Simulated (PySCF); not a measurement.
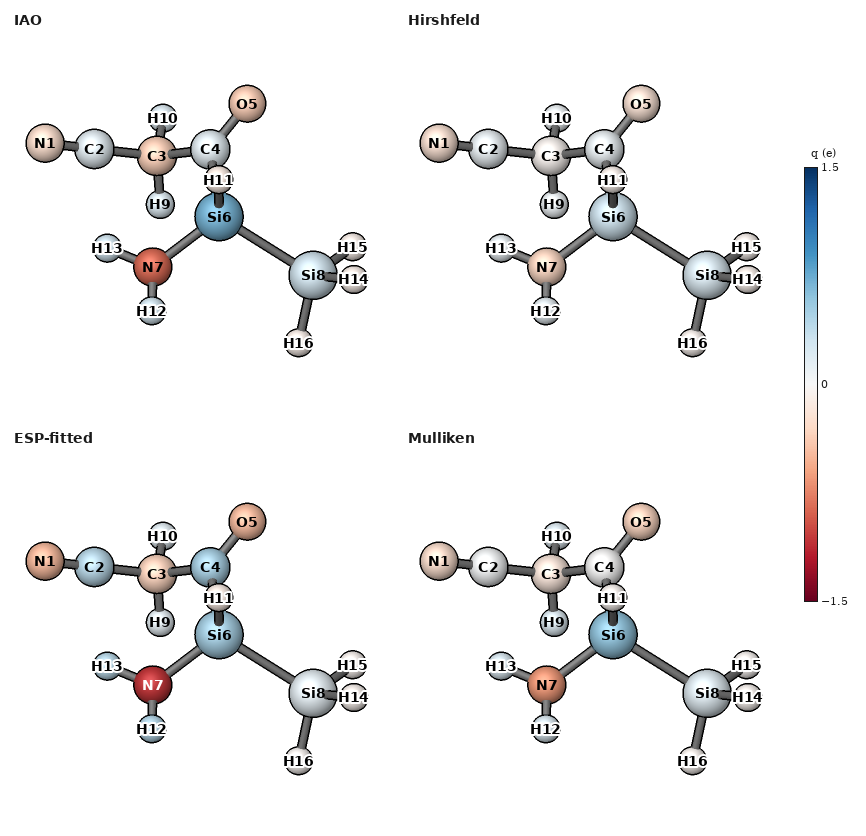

Atomic charges of one calculation by 4 schemes, on one colour scale. Computed geometry: GFN2-xTB optimisation. No frequency run is at hand to confirm it as a minimum. Level of theory: PBE0/pcSseg-1 (PySCF 2.14.0).

> Which scheme gives the most polar picture (largest mean size of the charges)?

The ESP-fitted charges are the largest in size here, and the Hirshfeld charges the smallest.

> On which atom do the schemes disagree most?

On N7 (from −1.08 to −0.31 e).

List the charges (e), one line for each set of equivalent atoms.

```csv
atom,IAO,Hirshfeld,ESP-fitted,Mulliken
N1,−0.25,−0.22,−0.48,−0.25
C2,0.15,0.09,0.40,0.03
C3,−0.35,−0.06,−0.33,−0.17
C4,0.15,0.09,0.49,−0.01
O5,−0.37,−0.21,−0.47,−0.32
Si6,0.70,0.30,0.49,0.59
N7,−0.85,−0.31,−1.08,−0.65
Si8,0.28,0.22,0.13,0.17
H9,0.20,0.07,0.13,0.19
H10,0.20,0.07,0.16,0.18
H11,−0.13,−0.08,−0.13,−0.05
H12,0.27,0.12,0.43,0.20
H13,0.27,0.11,0.40,0.22
H14,−0.09,−0.07,−0.06,−0.05
H15,−0.08,−0.07,−0.05,−0.04
H16,−0.09,−0.07,−0.04,−0.05
```

The geometry is semi-empirical. Around Si such bond lengths and angles can be off by a tenth of an ångström or more and by several degrees, and values that hang on the shape move with them.
